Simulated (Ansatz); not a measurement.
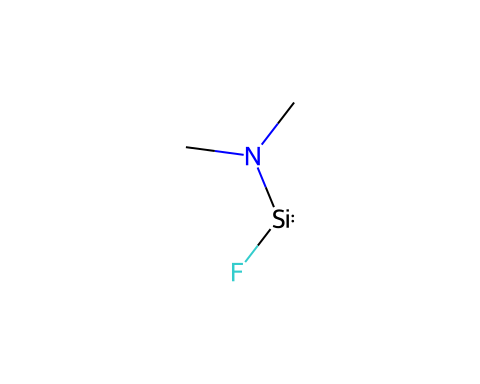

The computed structure is the end point of a PBE-D4/def2-SVP optimisation. No frequency run is at hand to confirm it as a minimum. Method: RKS PBE-D4/def2-SVP (Ansatz 0.2.0).

What is the dipole moment?

2.52 D.

Estimate the dispersion correction.

−22.6 kJ/mol.
